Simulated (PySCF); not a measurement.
# F, F⁺: ionisation energy with spin-orbit coupling

Wanted: the ionisation energy of fluorine, up a ladder of methods.

Program: PySCF 2.14.0. Level of theory: two-component X2C-1e, generalised determinants. These are calculated values, not measurements, unless marked.

### 1 What is computed

```
Element                                   : fluorine (Z = 9)
Basis                                     : x2c-TZVPall-2c with one added diffuse shell each of s, p, d type (6s4p3d1f, 40 functions)
Hamiltonian                               : two-component X2C-1e, Gaussian nucleus, no Breit or QED terms; spin-orbit coupling, run by run: off; screened by Boettger's factors
Core shells frozen in the correlated runs : 1s2 (for F)
State 1                                   : F: [He] 2s2 2p5; 2p1/2 filled at m_j = -1/2, +1/2; 2p3/2 filled at m_j = -1/2, +1/2, +3/2
State 2                                   : F⁺: [He] 2s2 2p4; 2p1/2 filled at m_j = -1/2, +1/2; 2p3/2 filled at m_j = +1/2, +3/2
Methods                                   : GHF, GMP2
```

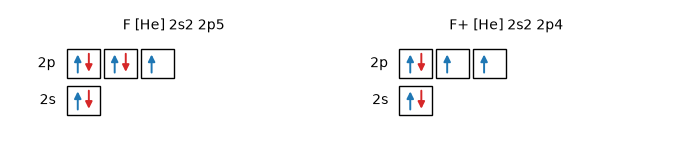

The shells outside the core, filled by Hund's rule for the drawing.

A driver program built on PySCF's X2C-1e integrals ran all steps in one process from the settings above; there is no separate input file.

The driver's launch:

```
$ OMP_NUM_THREADS=1 python sorun2.py TASK.json OUT
```

The integrals over 40 functions and the set-up took 0.07 s of CPU time.

### 2 F: the ladder of methods

Level: GHF (spin-free).

The log of the run:

```text
cycle= 1 E= -99.4867746268  delta_E= -99.5  |FDS-SDF|= 0.0355
cycle= 2 E= -99.4938596175  delta_E= -0.00708  |FDS-SDF|= 0.0128
cycle= 3 E= -99.4950728748  delta_E= -0.00121  |FDS-SDF|= 0.00423
cycle= 4 E= -99.4953075570  delta_E= -0.000235  |FDS-SDF|= 0.00126
cycle= 5 E= -99.4953426862  delta_E= -3.51e-05  |FDS-SDF|= 0.000222
cycle= 6 E= -99.4953436387  delta_E= -9.53e-07  |FDS-SDF|= 4.09e-05
cycle= 7 E= -99.4953436717  delta_E= -3.29e-08  |FDS-SDF|= 5.82e-06
cycle= 8 E= -99.4953436722  delta_E= -5.5e-10  |FDS-SDF|= 1.09e-06
```

Time after the integrals: 0.12 s (1 thread of Intel Xeon 6975P-C, shared host).

Occupied spinors (without spin-orbit coupling the j labels only name the start):

```tsv
spinor shell	electrons	mean energy (eV)	weight of the nominal j	rms radius (bohr)
1s1/2	2	-718.63	1.000	0.204
2s1/2	2	-42.907	1.000	1.10
2p1/2	2	-19.849	0.667	1.25
2p3/2	3	-19.947	0.778	1.24
```

M_J = 3/2, ⟨J²⟩ = 3.757, ⟨L²⟩ = 2.003, ⟨S²⟩ = 0.754.

Level: GMP2 (spin-free).

The driver printed no log here.

It took 0.03 s on 1 thread of Intel Xeon 6975P-C, shared host, the integrals not counted.

With 7 electrons correlated, the MP2 correlation energy is -0.20334 hartree. Largest pairs: 2p1/2-2p3/2 -0.0631, 2p3/2-2s1/2 -0.0432, 2p3/2-2p3/2 -0.0417, 2p1/2-2s1/2 -0.0257, 2p1/2-2p1/2 -0.0196.

Level: GHF (screened spin-orbit).

The log of the run:

```text
cycle= 1 E= -99.4874739271  delta_E= -99.5  |FDS-SDF|= 0.0355
cycle= 2 E= -99.4945433893  delta_E= -0.00707  |FDS-SDF|= 0.0128
cycle= 3 E= -99.4957522403  delta_E= -0.00121  |FDS-SDF|= 0.00422
cycle= 4 E= -99.4959854975  delta_E= -0.000233  |FDS-SDF|= 0.00126
cycle= 5 E= -99.4960203711  delta_E= -3.49e-05  |FDS-SDF|= 0.000222
cycle= 6 E= -99.4960213256  delta_E= -9.55e-07  |FDS-SDF|= 4.09e-05
cycle= 7 E= -99.4960213587  delta_E= -3.3e-08  |FDS-SDF|= 5.8e-06
cycle= 8 E= -99.4960213592  delta_E= -5.47e-10  |FDS-SDF|= 1.09e-06
```

Time after the integrals: 0.12 s (1 thread of Intel Xeon 6975P-C, shared host).

Occupied spinors:

```tsv
spinor shell	electrons	mean energy (eV)	weight of the nominal j	rms radius (bohr)
1s1/2	2	-718.62	1.000	0.204
2s1/2	2	-42.904	1.000	1.10
2p1/2	2	-19.871	0.662	1.25
2p3/2	3	-19.934	0.774	1.24
```

M_J = 3/2, ⟨J²⟩ = 3.757, ⟨L²⟩ = 2.003, ⟨S²⟩ = 0.754. Rows whose weight is well below 1 mix j = l ± 1/2: exchange competes with spin-orbit coupling there.

Level: GMP2 (screened spin-orbit).

No log was kept for this step.

Time after the integrals: 0.02 s (1 thread of Intel Xeon 6975P-C, shared host).

With 7 electrons correlated, the MP2 correlation energy is -0.20335 hartree. Largest pairs: 2p1/2-2p3/2 -0.0632, 2p3/2-2s1/2 -0.0432, 2p3/2-2p3/2 -0.0417, 2p1/2-2s1/2 -0.0257, 2p1/2-2p1/2 -0.0196.

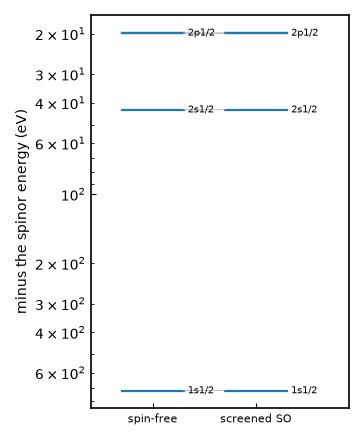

The highest 4 spinor levels of F on a logarithmic scale, without and with spin-orbit coupling.

### 3 F⁺: the ladder of methods

Level: GHF (spin-free).

The log of the run:

```text
cycle= 1 E= -98.8811027578  delta_E= -98.9  |FDS-SDF|= 0.0695
cycle= 2 E= -98.9176239695  delta_E= -0.0365  |FDS-SDF|= 0.0165
cycle= 3 E= -98.9199297635  delta_E= -0.00231  |FDS-SDF|= 0.00456
cycle= 4 E= -98.9201973009  delta_E= -0.000268  |FDS-SDF|= 0.000948
cycle= 5 E= -98.9202119194  delta_E= -1.46e-05  |FDS-SDF|= 0.000141
cycle= 6 E= -98.9202121938  delta_E= -2.74e-07  |FDS-SDF|= 1.17e-05
cycle= 7 E= -98.9202121956  delta_E= -1.75e-09  |FDS-SDF|= 1.64e-06
cycle= 8 E= -98.9202121956  delta_E= -3.47e-11  |FDS-SDF|= 1.64e-07
```

It took 0.12 s on 1 thread of Intel Xeon 6975P-C, shared host, the integrals not counted.

Occupied spinors (without spin-orbit coupling the j labels only name the start):

```tsv
spinor shell	electrons	mean energy (eV)	weight of the nominal j	rms radius (bohr)
1s1/2	2	-739.18	1.000	0.204
2s1/2	2	-59.850	1.000	1.05
2p3/2	2	-40.985	0.833	1.08
2p1/2	2	-37.788	0.667	1.11
```

M_J = 2, ⟨J²⟩ = 6.007, ⟨L²⟩ = 2.002, ⟨S²⟩ = 2.004.

Level: GMP2 (spin-free).

The driver printed no log here.

It took 0.01 s on 1 thread of Intel Xeon 6975P-C, shared host, the integrals not counted.

With 6 electrons correlated, the MP2 correlation energy is -0.14516 hartree. Largest pairs: 2p1/2-2p3/2 -0.0408, 2p3/2-2s1/2 -0.0381, 2p1/2-2s1/2 -0.0293, 2p1/2-2p1/2 -0.0190, 2s1/2-2s1/2 -0.0098.

Level: GHF (screened spin-orbit).

The log of the run:

```text
cycle= 1 E= -98.8661953019  delta_E= -98.9  |FDS-SDF|= 0.0608
cycle= 2 E= -98.8908077310  delta_E= -0.0246  |FDS-SDF|= 0.0195
cycle= 3 E= -98.8962933380  delta_E= -0.00549  |FDS-SDF|= 0.0139
cycle= 4 E= -98.9007611791  delta_E= -0.00447  |FDS-SDF|= 0.0127
cycle= 5 E= -98.9166364148  delta_E= -0.0159  |FDS-SDF|= 0.00834
cycle= 6 E= -98.9197729790  delta_E= -0.00314  |FDS-SDF|= 0.0039
cycle= 7 E= -98.9209743175  delta_E= -0.0012  |FDS-SDF|= 0.00174
cycle= 8 E= -98.9210066069  delta_E= -3.23e-05  |FDS-SDF|= 0.000193
cycle= 9 E= -98.9210074683  delta_E= -8.61e-07  |FDS-SDF|= 2.98e-05
cycle= 10 E= -98.9210074818  delta_E= -1.35e-08  |FDS-SDF|= 4.76e-06
cycle= 11 E= -98.9210074822  delta_E= -3.36e-10  |FDS-SDF|= 1.32e-06
```

Time after the integrals: 0.24 s (1 thread of Intel Xeon 6975P-C, shared host).

Occupied spinors:

```tsv
spinor shell	electrons	mean energy (eV)	weight of the nominal j	rms radius (bohr)
1s1/2	2	-739.17	1.000	0.204
2s1/2	2	-59.847	1.000	1.05
2p3/2	2	-40.965	0.832	1.08
2p1/2	2	-37.812	0.670	1.11
```

M_J = 2, ⟨J²⟩ = 6.007, ⟨L²⟩ = 2.003, ⟨S²⟩ = 2.004. Rows whose weight is well below 1 mix j = l ± 1/2: exchange competes with spin-orbit coupling there.

Level: GMP2 (screened spin-orbit).

This step left no log, only its results.

It took 0.01 s on 1 thread of Intel Xeon 6975P-C, shared host, the integrals not counted.

With 6 electrons correlated, the MP2 correlation energy is -0.14517 hartree. Largest pairs: 2p1/2-2p3/2 -0.0408, 2p3/2-2s1/2 -0.0381, 2p1/2-2s1/2 -0.0293, 2p1/2-2p1/2 -0.0190, 2s1/2-2s1/2 -0.0098.

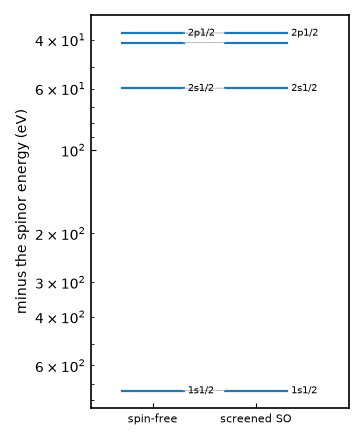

The highest 4 spinor levels of F⁺ on a logarithmic scale, without and with spin-orbit coupling.

### 4 The energy differences

Ionisation energy: F [He] 2s2 2p5 [2p1/2^2 2p3/2^3, M_J = 3/2] → F⁺ [He] 2s2 2p4 [2p1/2^2 2p3/2^2, M_J = 2].

```tsv
method	value (eV)	error (eV)	CPU time, both states (s)
GHF (spin-free)	15.650	-1.773	0.24
GMP2 (spin-free)	17.233	-0.190	0.28
GHF (screened spin-orbit)	15.647	-1.776	0.36
GMP2 (screened spin-orbit)	17.230	-0.193	0.39
```

Reference: 17.423 eV (measured; NIST Atomic Spectra Database, ionization energies).

Times are CPU seconds on a shared host without the integrals; correlated rows include their Hartree-Fock run.

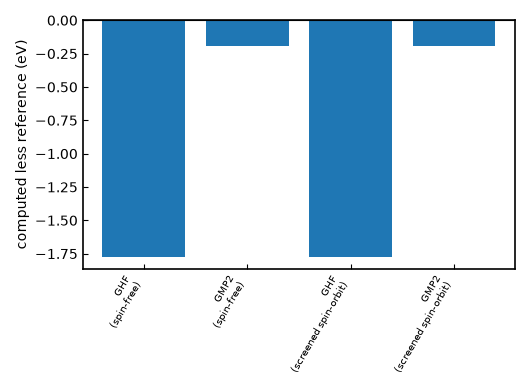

Computed less reference values by method.

### 5 Outcome

| quantity | value |
| --- | --- |
| ionisation energy, F | GHF (spin-free) 15.650, GMP2 (screened spin-orbit) 17.230 eV; reference 17.423 |

Accuracy against cost (mean over 1 difference):

```tsv
method	mean absolute miss against the measured value (with the measured fine structure taken into account where it is known) (eV)	CPU time, both states (s)
GHF (spin-free)	1.773	0.24
GMP2 (spin-free)	0.190	0.28
GHF (screened spin-orbit)	1.776	0.36
GMP2 (screened spin-orbit)	0.193	0.39
```

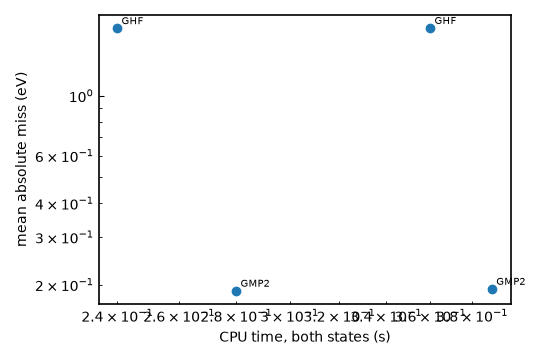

Miss against the measured value (with the measured fine structure taken into account where it is known) and CPU time.

**Reading.** Against experiment GMP2 (spin-free) comes closest (off by 0.19 eV), level with GMP2 (screened spin-orbit) and GHF (screened spin-orbit) is farthest (1.78 eV). Spin-orbit coupling moves the difference by -0.003 eV at GMP2. All values hold for this basis alone; no basis-set limit was taken.
